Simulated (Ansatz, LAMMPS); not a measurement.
# Ionic liquid ethylpyridinium acetate at 400 K (225 atoms): a short ab initio trajectory, part 2 of 2

Aim: follow ionic liquid ethylpyridinium acetate at 400 K (225 atoms) for a short time with forces from DFT, then look at structure and electrons in the last frame.

Ansatz 0.2.0; Kohn-Sham DFT, r2SCAN+D3(BJ), PAW (set soft_2), plane waves.

The cell: 81 C, 9 N, 117 H and 18 O. The network of contacts between molecules at the start is that of the classical potential that made the cell. The density was typed from a rule of thumb and may lie off the real one at this temperature. The Brillouin zone is sampled at Γ only, in a cell whose shortest periodic width is 13 Å.

So far, density (g/cm³): step 4 (structure statistics late in the run) 1.07.

### 5. Single point at the last frame

The last frame is solved again with fuller output, to read the electronic structure of a thermally displaced geometry.

input.yaml

```yaml
crystal:
  lattice:
    - [13.25922, 0.0, 0.0]
    - [0.0, 13.25922, 0.0]
    - [0.0, 0.0, 13.25922]
  atoms:
    - { symbol: C, position: [0.45781, 0.29339, 0.3421] }
    - { symbol: C, position: [0.45177, 0.41025, 0.34238] }
    - { symbol: "N", position: [0.56184, 0.44798, 0.36074] }
    - { symbol: C, position: [0.6214, 0.48763, 0.29267] }
    [... 215 atom lines left out ...]
    - { symbol: C, position: [0.77889, 0.5081, 0.0539] }
    - { symbol: O, position: [0.69896, 0.5526, 0.08057] }
    - { symbol: O, position: [0.76776, 0.41435, 0.02646] }
    - { symbol: H, position: [0.8486, 0.65021, 0.05448] }
    - { symbol: H, position: [0.94403, 0.54628, 0.07144] }
    - { symbol: H, position: [0.89556, 0.55716, 0.96231] }
kpoints:
  mp_grid: { grid: [1, 1, 1] }
hamiltonian:
  xc: r2scan
  dispersion: d3bj
scf:
  occupations: { method: fixed }
output:
  forces: true
  stress: true
  populations: intrinsic
  dos:
    method: { smearing: { sigma: 0.15 } }
    de: 0.1
    projected: { site_lists: { C: [C], H: [H], "N": ["N"], O: [O] } }
  eigenvalues: true
  write_density: true
  write_potential: true
  volumetric_format: npy
```

On the command line:

```sh
> ansatz run input.yaml --threads 4 --pin off --max-ram 8192MiB --backend cpu --events-out ev --progress --plain --runs-dir out
```

The job ended after 2.6 min (4 threads of Arm Neoverse V1, shared host; peak memory 6.5 GiB; 10 min of CPU time).

The program notes that the exchange-correlation potential is rough where the density is thin.

Read from the output:

```yaml
free_energy: -35944.5479 eV
free_energy_per_atom: -159.7535 eV/atom
scf_cycles: 12
pressure: -0.8198 GPa
r_m_s_force_component: 1.037 eV/Å
longest_force: 5.137 eV/Å
fermi_energy: 0.6623 eV
spacing_of_highest_filled_and_lowest_empty_level: 0.9653 eV
```

Neighbours are counted within 1.34 Å (H-C), 1.85 Å (C-C), 1.73 Å (C-O), 1.79 Å (C-N), the cutoffs taken from the dynamics.

Length of the force by element and coordination:

| element | coordination | atoms | mean length of the force (eV/Å) | spread | least | most |
| --- | --- | --- | --- | --- | --- | --- |
| C | all | 81 | 2.18 | 0.809 | 0.640 | 5.14 |
| C | 3 | 54 | 2.13 | 0.736 | 0.671 | 3.65 |
| C | 4 | 27 | 2.29 | 0.929 | 0.640 | 5.14 |
| H | all | 117 | 1.09 | 0.665 | 0.125 | 3.92 |
| N | all | 9 | 2.20 | 0.747 | 0.701 | 3.01 |
| O | all | 18 | 1.48 | 0.695 | 0.341 | 3.40 |

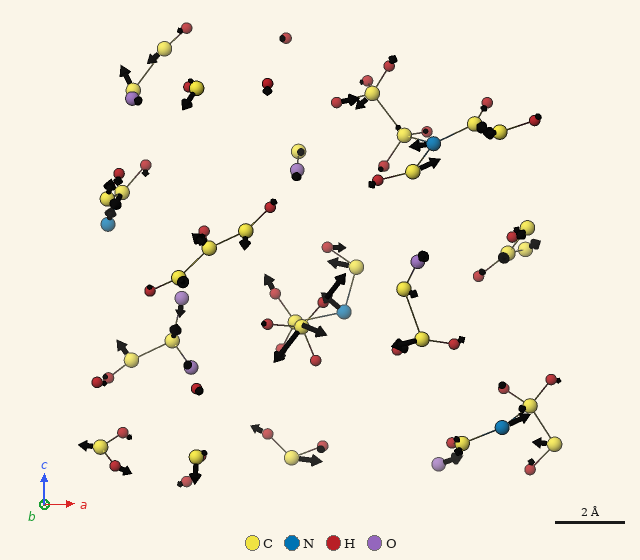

Forces as arrows; the longest in the cell is 5.14 eV/Å. Drawn is a slice 4 Å thick, seen along the normal of the ac plane. Bonds to atoms that aren't drawn are left out.

Intrinsic-atomic-orbital charges by element and coordination:

| element | coordination | atoms | mean charge (e) | spread | least | most |
| --- | --- | --- | --- | --- | --- | --- |
| C | all | 81 | -0.140 | 0.309 | -0.648 | 0.559 |
| C | 3 | 54 | 0.0094 | 0.247 | -0.194 | 0.559 |
| C | 4 | 27 | -0.440 | 0.172 | -0.648 | -0.173 |
| H | all | 117 | 0.198 | 0.0235 | 0.141 | 0.243 |
| N | all | 9 | 0.033 | 0.0108 | 0.0177 | 0.0521 |
| O | all | 18 | -0.669 | 0.0297 | -0.726 | -0.611 |

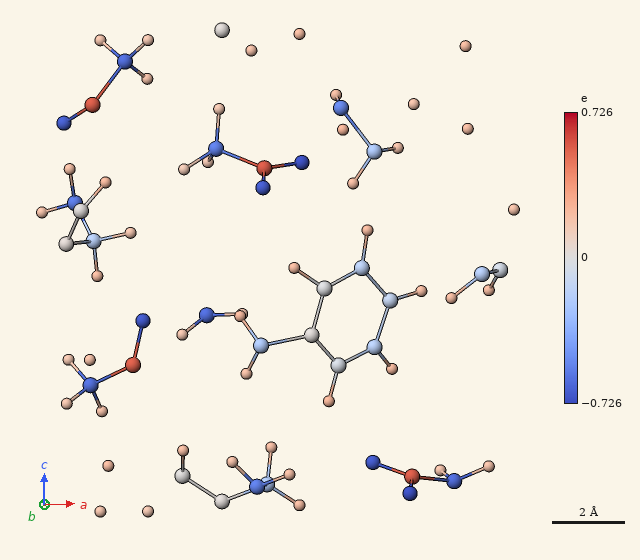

Atoms coloured by intrinsic-atomic-orbital charge. Drawn is a slice 4 Å thick, seen along the normal of the ac plane. Bonds to atoms that aren't drawn are left out.

States in the cell by windows of 1 eV, zero at the Fermi level; the larger projections on atomic orbitals stand beside the total:

| from (eV) | to (eV) | total | C p | H s | O p | C s | N p |
| --- | --- | --- | --- | --- | --- | --- | --- |
| -18 | -17 | 15.7 | 2.6 | 1.4 | 0.0 | 9.3 | 1.8 |
| -17 | -16 | 14.6 | 1.7 | 1.9 | 0.0 | 8.5 | 2.2 |
| -16 | -15 | 13.7 | 1.4 | 2.8 | 0.0 | 7.9 | 1.2 |
| -15 | -14 | 3.3 | 0.6 | 0.9 | 0.0 | 1.6 | 0.1 |
| -14 | -13 | 41.5 | 11.6 | 8.0 | 0.2 | 16.2 | 3.9 |
| -13 | -12 | 19.1 | 6.7 | 3.6 | 0.0 | 6.1 | 2.1 |
| -12 | -11 | 8.1 | 2.8 | 1.9 | 0.0 | 2.4 | 0.8 |
| -11 | -10 | 8.1 | 4.4 | 2.0 | 0.0 | 0.8 | 0.6 |
| -10 | -9 | 26.2 | 16.4 | 4.3 | 0.1 | 2.3 | 2.5 |
| -9 | -8 | 41.4 | 20.9 | 8.4 | 1.9 | 3.9 | 4.2 |
| -8 | -7 | 51.4 | 27.7 | 9.1 | 3.2 | 2.6 | 5.9 |
| -7 | -6 | 46.6 | 28.7 | 10.6 | 4.3 | 0.4 | 1.1 |
| -6 | -5 | 83.2 | 47.0 | 16.5 | 13.5 | 0.6 | 1.8 |
| -5 | -4 | 53.9 | 27.9 | 13.0 | 9.0 | 0.2 | 2.2 |
| -4 | -3 | 44.0 | 29.2 | 5.5 | 5.9 | 0.2 | 2.9 |
| -3 | -2 | 5.2 | 4.8 | 0.1 | 0.2 | 0.0 | 0.1 |
| -2 | -1 | 18.3 | 0.9 | 0.1 | 16.9 | 0.1 | 0.0 |
| -1 | 0 | 34.8 | 3.1 | 0.5 | 30.0 | 0.5 | 0.1 |
| 0 | 1 | 2.9 | 1.5 | 0.0 | 0.8 | 0.0 | 0.4 |
| 1 | 2 | 16.7 | 12.6 | 0.3 | 0.1 | 0.1 | 3.1 |
| 2 | 3 | 17.3 | 15.6 | 0.2 | 0.1 | 0.1 | 0.4 |
| 3 | 4 | 2.0 | 0.2 | 0.9 | 0.0 | 0.3 | 0.0 |
| 4 | 5 | 25.1 | 4.8 | 8.5 | 1.2 | 2.7 | 0.1 |

With fixed occupations the program's Fermi level is the highest filled level.

Between -24 and -18 eV lie 64 more states.

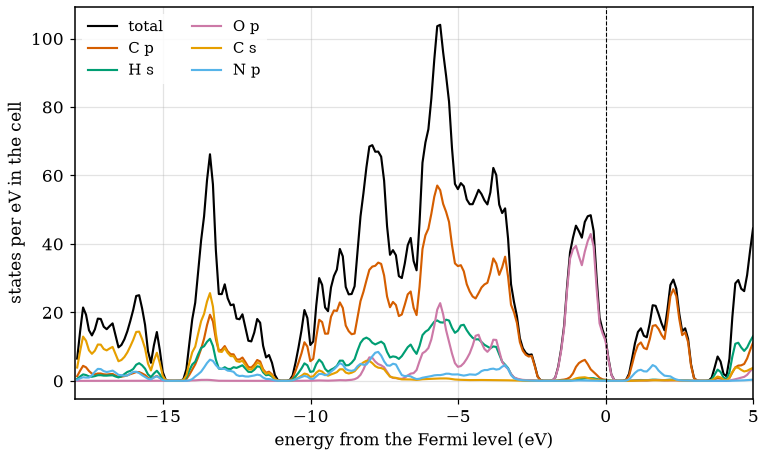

Total and projected density of states, with the broadening of the input.

The levels nearest the highest filled one (over half full), pooled over k-points and spins:

| level less the highest filled one (eV) | occupation |
| --- | --- |
| -0.416 | 2 |
| -0.416 | 2 |
| -0.356 | 2 |
| -0.276 | 2 |
| -0.111 | 2 |
| 0 | 2 |
| 0.965 | 0 |
| 1.13 | 0 |
| 1.22 | 0 |
| 1.40 | 0 |
| 1.58 | 0 |
| 1.60 | 0 |

Mean intrinsic-atomic-orbital charges: C -0.14, H +0.20, N +0.03, O -0.67 e. The largest share in the top eV of filled states is O p (88 % of the projected weight), and in the lowest eV of empty states C p (77 % of the projected weight).

### 6. Summary of results

```yaml
mean_temperature_second_half: 407.5 K
temperature_swing_second_half: 10.01 K
mean_pressure_second_half: -0.1998 GPa
free_energy_per_atom: -159.7535 eV/atom
pressure: -0.8198 GPa
r_m_s_force_component: 1.037 eV/Å
spacing_of_highest_filled_and_lowest_empty_level: 0.9653 eV
wall_time_of_the_3_dft_runs: 45 min
```

Over the second half of 18 fs the temperature averages 407 K with swings of 10 K r.m.s. The run spans 0.02 ps, too short for its means to be equilibrium values. With the cutoffs above, 67 % of C atoms have 3, all H atoms have 1, all N atoms have 3 and all O atoms have 1 bonded neighbour. The highest filled and lowest empty levels differ by 0.965 eV (at Γ alone); a semilocal functional tends to put such gaps too low. In a disordered cell it changes from sample to sample and from frame to frame.

**Limits.** The network of contacts between molecules at the start is that of the classical potential that made the cell; DFT moved the atoms only locally, and no bond changed. The pressure of a single frame lacks the kinetic term, about 0.54 GPa here.

[Logs are printed without paths, hosts, clocks, repeated set-up lines and the standing remarks that a program may print on its own settings, such as how far it seeks lower states.]

[Hosts, paths, dates, database ids (printed as entryN), source tags and the programs' standing remarks are cut or masked in the printed files.]
